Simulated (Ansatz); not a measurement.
**Lattice dynamics of LiMg (P-6m2)**

Aim: the phonons of LiMg (P-6m2) at a cell relaxed beforehand at this level. After the zone centre comes a 3×3×2 q mesh on a 15×15×8 k mesh.

Program: Ansatz 0.2.0. Level of theory: DFT PBEsol, scalar-relativistic, plane waves, PAW. Results are calculated unless marked as measured.

## 1. The starting structure

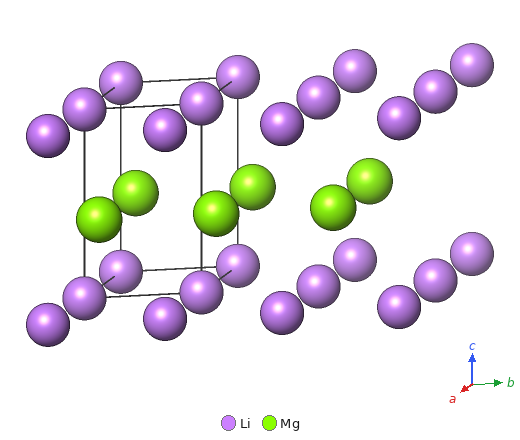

The starting structure, seen slightly off an axis (lithium purple, magnesium green). 2×3×1 cells are drawn. Some periodic images of atoms are drawn too.

## 2. Zone-centre response

The cell comes from relaxations at this level that are not shown. The zone centre comes first: it holds the modes that light can see, as far as symmetry allows. No field response is asked, since the mesh shows no gap.

input.yaml

```yaml
crystal:
  lattice:
    - [3.1054107774, 0.0, 0.0]
    - [-1.5527053887, 2.6893646224, 0.0]
    - [0.0, 0.0, 5.0327798343]
  atoms:
    - { symbol: Li, position: [0.0, 0.0, 0.0] }
    - { symbol: Mg, position: [0.6666666667, 0.3333333333, 0.5] }
kpoints:
  mp_grid: { grid: [15, 15, 8] }
hamiltonian:
  xc: pbesol
scf:
  occupations: { method: methfessel_paxton, width: 0.15 }
output:
  eigenvalues: true
phonons:
  method: dfpt
```

Started as:

```sh
ansatz run input.yaml --threads 4 --pin off --max-ram 7168MiB --backend cpu --events-out ev --progress --plain --runs-dir out
```

Numbers of over 12 decimals in the logs are rounded to 6 here.

What it wrote:

```text
zone centre: on kpoints.mp_grid the ground state, and the responses unless they are solved on pairs of k-points, stand on 320 of the mesh's 1800 k-points, reduced under 4 symmetry operations, with k and −k counted as one. Each operation leaves every solved displacement unchanged or reverses it
Engine: ansatz 0.2.0, aarch64-unknown-linux-gnu
Pseudopotentials: kind: paw
Pseudopotential: Li, paw, valence charge 3, recommended cutoff 420 eV (normal), Li.paw.azcp
Pseudopotential: Mg, paw, valence charge 10, recommended cutoff 420 eV (normal), Mg.paw.azcp
Functional definition: PBEsol
  exchange = pbesol_x
  correlation = pbesol_c
Crystal: 2 atoms, lattice volume = 42.032 Å³
Basis set: ecut = 420 eV, 833 PW (Γ), exchange–correlation on 48×48×72 points (8 copies of the dense FFT grid, shifted against one another)
Bands: 11, of which v1, the nominal top of the filled ones, is band 7 counted from 1 (6 counted from 0)
Symmetry: 12 space group operations
k-points: 320 of 1800 (irreducible under 4 space group operations, time reversal used)
Non-local potential: Li, projectors of the file, l = 0: 3, l = 1: 2, l = 2: 1
Non-local potential: Mg, projectors of the file, l = 0: 3, l = 1: 2, l = 2: 1
PAW form: soft (Blöchl's): semilocal exchange-correlation on the pseudo side does not see the compensation charge
PAW frozen core: Mg, regenerated for the run's functional, and the local potential with it (the file was generated under x = pbe(κ = 0.804, μ = 0.219515), c = pbe(β = 0.066725))
PAW one-centre angular grid: Li, 110 points (default); XC on 64 Gauss nodes
PAW one-centre angular grid: Mg, 110 points (default); XC on 64 Gauss nodes
Initial density: superposition of atomic densities (neutral atoms: chi_scale 0, normalization atom), corrected by the library's trained network
Initial wavefunctions: pseudopotential atomic-orbital guess
Functional: x = pbesol(κ = 0.804, μ = 0.123457), c = pbesol(β = 0.046)
SCF iter   1: F=—  HF=-2115.102483 eV  |F-HF|=—  |Δ(HF+E_count)|=         —  Δρ=1.78e-3  dr2=6.29e-4  ethr=1.77e-3  ⟨swp⟩=5.0  Hψ=19979  notcnv=0
preconditioner: auto → none  [metal: Δε(μ)=0.027 eV  Ē_g=7.362 eV  σ=0.150 eV  W_gap=0.15  n_scr=2 (ndim 8)  ℏωp=9.9 eV  f_vac=0.000  D(μ)=1.30/eV (n_scr^D=8)  sad-step TF]
SCF iter   2: F=—  HF=-2115.101381 eV  |F-HF|=—  |Δ(HF+E_count)|=   1.10e-3  S|Δr|=    0.00e0  Δρ=8.51e-4  dr2=1.78e-4  ethr=4.84e-6  ⟨swp⟩=2.6  Hψ=8197  notcnv=0
SCF iter   3: F=—  HF=-2115.101213 eV  |F-HF|=—  |Δ(HF+E_count)|=   1.68e-4  S|Δr|=    0.00e0  Δρ=1.81e-4  dr2=3.75e-5  ethr=1.37e-6  ⟨swp⟩=2.0  Hψ=5546  notcnv=0
SCF iter   4: F=—  HF=-2115.101201 eV  |F-HF|=—  |Δ(HF+E_count)|=   1.19e-5  S|Δr|=    0.00e0  Δρ=7.05e-5  dr2=3.28e-6  ethr=2.88e-7  ⟨swp⟩=1.6  Hψ=3692  notcnv=0
SCF iter   5: F=—  HF=-2115.101202 eV  |F-HF|=—  |Δ(HF+E_count)|=   5.65e-7  S|Δr|=    0.00e0  Δρ=3.61e-5  dr2=7.80e-7  ethr=2.52e-8  ⟨swp⟩=2.0  Hψ=5053  notcnv=0
SCF iter   6: F=—  HF=-2115.101201 eV  |F-HF|=—  |Δ(HF+E_count)|=   6.39e-7  S|Δr|=    0.00e0  Δρ=1.26e-5  dr2=9.37e-8  ethr=6.00e-9  ⟨swp⟩=2.2  Hψ=4798  notcnv=0
SCF iter   7: F=—  HF=-2115.101201 eV  |F-HF|=—  |Δ(HF+E_count)|=   4.45e-8  S|Δr|=    0.00e0  Δρ=4.70e-7  dr2=1.03e-10  ethr=7.21e-10  ⟨swp⟩=2.1  Hψ=4865  notcnv=0
SCF iter   8: F=—  HF=-2115.101201 eV  |F-HF|=—  |Δ(HF+E_count)|=  2.77e-11  S|Δr|=    0.00e0  Δρ=2.36e-7  dr2=3.00e-11  ethr=1.00e-12  ⟨swp⟩=6.1  Hψ=13889  notcnv=0
SCF iter   9: F=-2115.101201 eV  HF=-2115.101201 eV  |F-HF|=4.55e-13  |Δ(HF+E_count)|=  1.32e-11  S|Δr|=    0.00e0  Δρ=1.32e-8  dr2=7.86e-14  ethr=1.00e-12  ⟨swp⟩=5.0  Hψ=11644  notcnv=0
SCF 1 converged in 9 iterations: F = -2115.101201 eV  dr2 = 7.86e-14
  greatest PAW one-centre occupation: 1.000 electrons in one spin orbital (limit 2), on the Mg atom at site 1 (counted from 0), in its partial waves of l = 0
DFPT response loops at Γ: preconditioner auto → Kerker (q_TF=auto, 2.244 Å⁻¹) (partly filled bands, converged f_vac=0.000); β = 1.00, the filter's whole step (`scf.mixing.beta` (0.50) is not read by the response loops under this deck's `scf.mixing.preconditioner`; to damp them name `kerker` or `kerker_dos`, under which they read `scf.mixing.beta`, and type it under 1.00, their step now; both keys bind the ground state too); Broyden in place of MSR1
SCF converged after 9 iterations
Stability not checked: this state was not tested for a lower state beside it, because cold or Methfessel-Paxton smearing, or corrected tetrahedra, fill the levels in a way that the test cannot read (fill_not_monotonic; see scf.lower_state_search)
Free energy (F): -2115.101201 eV
Harris-Foulkes:  -2115.101201 eV  (|F-HF|=4.55e-13)
Internal energy: -2115.099381 eV  (E = F + TS)
E sigma→0 (E₀):  -2115.100746 eV
Entropy (-TS):   -0.001820 eV (-0.910 meV/atom)
Fermi energy:    3.501543 eV
Step filling:    the computed levels leave a gap of 0.0000 eV = 0.0 smearing widths at the electron count; against every level under it full and every level over it empty, smearing changes F+E_penalty+E_count by -0.959 meV and its σ→0 estimate by -0.504 meV
--- Per-component energies (eV) ---
  E_band       = -458.192614
  E_kinetic    = 96.156187
  E_local      = -1925.237893  (includes V_loc(G=0)·N_el)
  E_nonlocal   = 63.251782
  E_hartree    = 697.759726
  E_xc         = -38.094611
  E_vxc        = -49.379039  (∫ρ·V_xc dr)
  E_paw        = -300.860372  (= ΣΔE_a)
  E_vpaw       = -38.503107  (= ΣTr[D̂ρ^β])
  E_aug_tail   = 0.000014  (compensation charges beyond the density's cutoff)
  E_ewald      = -708.133076
  E_core_change = 0.058862  (= ΣΔE_core)
  E_smearing   = -0.001820  (= −TS)
  E_closure    = 0.000000  (closes the sum)
  Σ components = -2115.101201   (vs F -2115.101201, Δ=0.00e0)
--- Band table (eV; the first three rows and the last of 320) ---
  k-point 0: bands = [... 3 lower, -38.9177, -38.9177, -2.2069, 2.6955, 4.6881, 15.1195, 15.1195, 16.9022]
  k-point 1: bands = [... 3 lower, -38.9177, -38.9177, -2.1519, 2.1840, 5.3822, 15.2004, 15.2004, 16.4704]
  k-point 2: bands = [... 3 lower, -38.9177, -38.9177, -2.0011, 1.3905, 6.7312, 14.4503, 15.4397, 15.4397]
  k-point 319: bands = [... 3 lower, -38.9374, -38.9302, 1.6190, 3.1355, 6.7619, 7.9067, 8.5924, 9.6510]
--- Phonons (Γ-DFPT): 4 representative perturbations + reference, on 320 of 1800 k-points (Σ response iterations 13) ---
  k mesh reduced under 4 symmetry operations, with k and −k counted as one. Each operation leaves every solved displacement unchanged or reverses it
  ASR residual: 1.619e-5 → 0.000e0 eV/Å²; symmetrization residual: 1.226e-6 eV/Å²
  ASR residual per site (eV/Å²): 1.60e-6 1.62e-5
  Γ frequencies (cm⁻¹): 0.00 0.00 0.00 146.33 146.33 315.39
  non-analytic LO–TO correction: not included (Born effective charges unavailable; polar crystals: no LO–TO splitting at Γ)
```

It took 18 s on 4 threads of Arm Neoverse V1, shared host; peak memory 0.63 GiB.

Numbers from this step:

```
volume per atom                                         : 21.02 Å³
gap on the k-mesh                                       : 0 eV
sum-rule residual before enforcement                    : 1.62e-5 eV/Å²
point group                                             : -6m2
highest optical mode at the zone centre (no LO-TO term) : 315.4 cm⁻¹
lowest optical zone-centre mode                         : 146.3 cm⁻¹
```

Patterns of degenerate modes are one choice out of their space. The modes at Γ (shares of kinetic energy by element, %):

| mode | frequency (cm⁻¹) | symmetry | Li % | Mg % |
| --- | --- | --- | --- | --- |
| 1 | 0.0 | acoustic | 22 | 78 |
| 2 | 0.0 | acoustic | 22 | 78 |
| 3 | 0.0 | acoustic | 22 | 78 |
| 4 | 146.3 | E' | 78 | 22 |
| 5 | 146.3 | E' | 78 | 22 |
| 6 | 315.4 | A2'' | 78 | 22 |

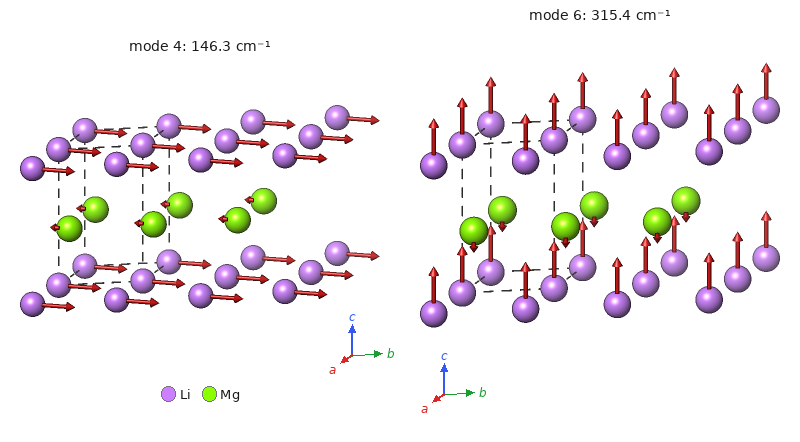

Displacement patterns of modes 4 and 6 at Γ; arrows are exaggerated. 2×3×1 cells are drawn. Some periodic images of atoms are drawn too.

Before it was imposed, the acoustic sum rule was missed by 1.6e-5 eV/Å². Small misses are needed for a sound result but don't prove that mesh and cutoff are converged. The lowest optical mode is real, 146 cm⁻¹.

## 3. The dispersion

Stability and thermal properties need the whole zone. Linear response on a 3×3×2 q mesh gives force constants as far as a supercell of that size would.

input.yaml, the sections that differ from step 2:

```yaml
phonons:
  method: dfpt
  qmesh: [3, 3, 2]
  temperatures: { t_max: 1000, t_step: 50 }
  qpath:
    path:
      - [[0.0, 0.0, 0.0], [0.5, 0.0, 0.0], [0.33333333, 0.33333333, 0.0], [0.0, 0.0, 0.0], [0.0, 0.0, 0.5], [0.5, 0.0, 0.5], [0.33333333, 0.33333333, 0.5], [0.0, 0.0, 0.5]]
      - [[0.5, 0.0, 0.5], [0.5, 0.0, 0.0]]
      - [[0.33333333, 0.33333333, 0.5], [0.33333333, 0.33333333, 0.0]]
    npoints: 10
# crystal, kpoints, hamiltonian, scf, output: as in step 2
```

What it wrote:

```text
[...]
Crystal: 2 atoms, lattice volume = 42.032 Å³
Basis set: ecut = 420 eV, 833 PW (Γ), exchange–correlation on 48×48×72 points (8 copies of the dense FFT grid, shifted against one another)
Bands: 11, of which v1, the nominal top of the filled ones, is band 7 counted from 1 (6 counted from 0)
Symmetry: 12 space group operations
k-points: 135 of 1800 (time reversal used)
[...]
SCF iter   1: F=—  HF=-2115.102485 eV  |F-HF|=—  |Δ(HF+E_count)|=         —  Δρ=1.78e-3  dr2=6.27e-4  ethr=1.77e-3  ⟨swp⟩=5.0  Hψ=8445  notcnv=0
[...]
SCF iter   9: F=-2115.101201 eV  HF=-2115.101201 eV  |F-HF|=4.55e-13  |Δ(HF+E_count)|=  1.00e-11  S|Δr|=    0.00e0  Δρ=1.52e-8  dr2=9.66e-14  ethr=1.00e-12  ⟨swp⟩=4.9  Hψ=4895  notcnv=0
SCF 1 converged in 9 iterations: F = -2115.101201 eV  dr2 = 9.66e-14
[...]
phonons: the bands overlap, so this run is a metal and interpolates without the dipole-dipole term. If the crystal is really an insulator or semiconductor, its LO-TO splitting is missing
NSCF: frozen V_eff on 135 k-points
WARN: eigensolver did not converge in 3 slots of this pass, the one above among them; of largest residual over every band (k=13): 1 band(s) unlocked (lowest unlocked band 10, counted from 0; max residual 4.96e-6 eV among the unlocked bands, 4.96e-6 eV over every band); of lowest unlocked band (k=13): band 10
[...]
DFPT response loops at q = (0, 0, 0) (fractional): preconditioner auto → Kerker (q_TF=auto, 2.244 Å⁻¹) (partly filled bands, converged f_vac=0.000); β = 1.00, the filter's whole step (`scf.mixing.beta` (0.50) is not read by the response loops under this deck's `scf.mixing.preconditioner`; to damp them name `kerker` or `kerker_dos`, under which they read `scf.mixing.beta`, and type it under 1.00, their step now; both keys bind the ground state too); Broyden in place of MSR1
[...]
SCF converged after 9 iterations
[...]
Free energy (F): -2115.101201 eV
[...]
Internal energy: -2115.099381 eV  (E = F + TS)
E sigma→0 (E₀):  -2115.100746 eV
Entropy (-TS):   -0.001820 eV (-0.910 meV/atom)
Fermi energy:    3.501543 eV
[...]
--- Band table (eV; the first three rows and the last of 135) ---
  k-point 0: bands = [... 3 lower, -38.9177, -38.9177, -2.2069, 2.6955, 4.6881, 15.1195, 15.1195, 16.9022]
  k-point 1: bands = [... 3 lower, -38.9177, -38.9177, -2.1519, 2.1840, 5.3822, 15.2004, 15.2004, 16.4704]
  k-point 2: bands = [... 3 lower, -38.9177, -38.9177, -2.0011, 1.3905, 6.7312, 14.4503, 15.4397, 15.4397]
  k-point 134: bands = [... 3 lower, -38.9411, -38.9367, 4.2502, 4.7844, 5.2124, 5.6933, 6.2662, 8.3416]
--- Phonons (Γ-DFPT): 4 representative perturbations + reference (Σ response iterations 13) ---
  ASR residual: 1.943e-5 → 0.000e0 eV/Å²; symmetrization residual: 1.249e-6 eV/Å²
  ASR residual per site (eV/Å²): 1.69e-6 1.94e-5
  Γ frequencies (cm⁻¹): 0.00 0.00 0.00 146.33 146.33 315.39
--- Phonons (arbitrary-q DFPT): 6 irreducible q on the 3×3×2 mesh ---
  q = [0.0000, 0.0000, 0.0000] (star 1, of the zone-centre solve; hermiticity 1.27e-6, symmetrization 1.32e-12): -0.00 -0.00 0.00 146.33 146.33 315.39
  q = [0.0000, 0.0000, -0.5000] (star 1, 4 solved perturbations in 910 linear systems a pass and spin channel, the states on 320 of 1800 k-point pairs; hermiticity 9.01e-13, symmetrization 4.32e-12): 71.75 71.75 110.68 110.68 142.32 289.81
  q = [0.0000, 0.3333, 0.0000] (star 6, 6 solved perturbations on 600 of 1800 k-point pairs; hermiticity 8.06e-7, symmetrization 3.27e-14): 98.10 113.14 208.49 212.40 270.76 298.26
[...]
sum rule: each row above includes the acoustic sum rule's correction from the zone centre's row sums; it moved no ω² by more than (0.47 cm⁻¹)²
  mesh force constants: q→R imaginary residual 0.00e0; ASR residual 1.943e-5 → 0.000e0 eV/Å²; symmetrization residual 1.776e-15 eV/Å²
  interpolated dispersion: 93 rows × 6 modes
  density of states and harmonic sums: on the 24×24×12 q-mesh, interpolated from the force constants of a 3×3×2 supercell (no non-analytic term)
  largest difference from the sums on the solved wave vectors: F 3.23e-2 eV, S 4.67e-5 and C_V 1.43e-5 eV/K
  zero-point energy: 0.074996 eV/cell   skipped modes (ω ≤ 0): 3   left out of the sums: 7.23e-5 of the cell's modes: C_V's classical limit lies that fraction below 3 k_B per atom; for a crystal, a wire or a layer, F and S can be off by more, and a phonons.interpolated_qmesh denser along its periods is the remedy for the sampling
```

Wall time 1.9 min (4 threads); peak memory 0.88 GiB; 6.9 min of CPU time.

Numbers from this step:

```yaml
sum_rule_residual_before_enforcement: 1.94e-5 eV/Å²
lowest_frequency_on_the_path: 0 cm⁻¹
highest_frequency_on_the_path_or_at_a_solved_wavevector: 315.4 cm⁻¹
mean_frequency: 201.6 cm⁻¹
debye_temperature_second_moment: 398 K
logarithmic_mean_frequency: 186.4 cm⁻¹
lowest_mode_on_the_q_mesh_acoustic_modes_at_gamma_apart: 71.75 cm⁻¹
zero_point_energy_per_atom: 37.5 meV
heat_capacity_at_300_k: 22.90 J/(mol atoms K)
vibrational_entropy_at_300_k: 28.80 J/(mol atoms K)
```

Frequencies (cm⁻¹) solved at each irreducible wavevector; negative means imaginary. Frequencies by wavevector, by row:

| q in reciprocal lattice units | star | mode 1 | mode 2 | mode 3 | mode 4 | mode 5 | mode 6 |
| --- | --- | --- | --- | --- | --- | --- | --- |
| 0 0 0 | 1 | 0 | 0 | 0 | 146.3 | 146.3 | 315.4 |
| 0 0 -0.5 | 1 | 71.8 | 71.8 | 110.7 | 110.7 | 142.3 | 289.8 |
| 0 0.3333 0 | 6 | 98.1 | 113.1 | 208.5 | 212.4 | 270.8 | 298.3 |
| 0 0.3333 -0.5 | 6 | 117.4 | 147.7 | 198.4 | 205.5 | 271.4 | 294.9 |
| 0.3333 0.3333 0 | 2 | 147.5 | 207 | 222.7 | 258.5 | 282.5 | 291.7 |
| 0.3333 0.3333 -0.5 | 2 | 96.5 | 186.3 | 222.6 | 273.3 | 280 | 306.9 |

Interpolated from a 3×3×2 q mesh. Phonon branches along the path, in cm⁻¹:

| point | branch 1 | branch 2 | branch 3 | branch 4 | branch 5 | branch 6 |
| --- | --- | --- | --- | --- | --- | --- |
| Γ | 0 | 0 | 0 | 146 | 146 | 315 |
| M | 115 | 133 | 226 | 246 | 293 | 302 |
| K | 148 | 207 | 223 | 258 | 282 | 292 |
| Γ | 0 | 0 | 0 | 146 | 146 | 315 |
| A | 72 | 72 | 111 | 111 | 142 | 290 |
| L | 112 | 163 | 218 | 224 | 304 | 305 |
| H | 96 | 186 | 223 | 273 | 280 | 307 |
| A | 72 | 72 | 111 | 111 | 142 | 290 |
| jump to L | 112 | 163 | 218 | 224 | 304 | 305 |
| M | 115 | 133 | 226 | 246 | 293 | 302 |
| jump to H | 96 | 186 | 223 | 273 | 280 | 307 |
| K | 148 | 207 | 223 | 258 | 282 | 292 |

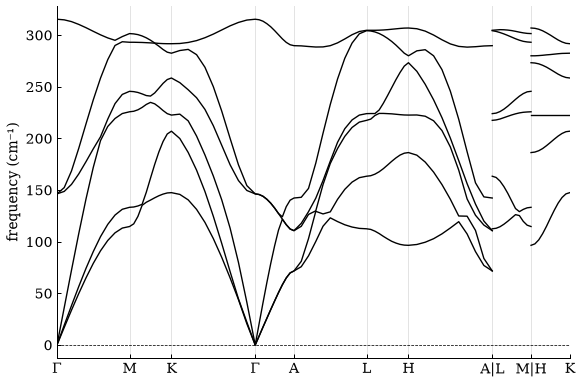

Phonon branches along the path.

The phonon density of states has structure finer than the step of the table below, so its rows give means over 20 cm⁻¹, whole bins alone (the curve runs from 2.5 to 318 cm⁻¹). Peaks (cm⁻¹: height): 112.5: 0.0481, 222.5: 0.0624, 297.5: 0.100.

Tetrahedra on a 24×24×12 mesh, mean over bins of 5 cm-1. Interpolated from a 3×3×2 q mesh. The phonon density of states by wavenumber; means over each step:

| wavenumber (cm⁻¹) | phonon density of states (1/cm⁻¹/cell) |
| --- | --- |
| 20 | 4.1e-4 |
| 40 | 0.00164 |
| 60 | 0.00374 |
| 80 | 0.00728 |
| 100 | 0.0216 |
| 120 | 0.0353 |
| 140 | 0.0212 |
| 160 | 0.0207 |
| 180 | 0.0198 |
| 200 | 0.0198 |
| 220 | 0.0386 |
| 240 | 0.0212 |
| 260 | 0.0102 |
| 280 | 0.0202 |
| 300 | 0.0569 |

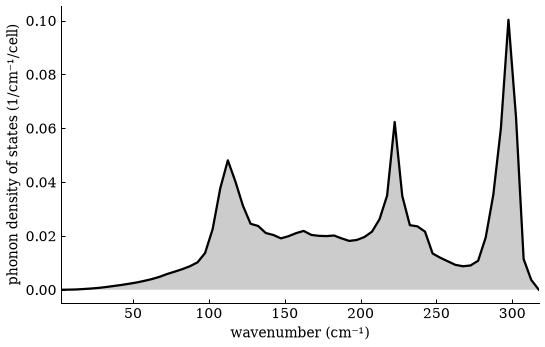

Phonon density of states, plotted against wavenumber.

[end of part 1 of 2]

[Logs are printed without paths, hosts, clocks, repeated set-up lines and the standing remarks that a program may print on its own settings, such as how far it seeks lower states.]

[Hosts, paths, dates, database ids (printed as entryN), source tags and the programs' standing remarks are cut or masked in the printed files.]
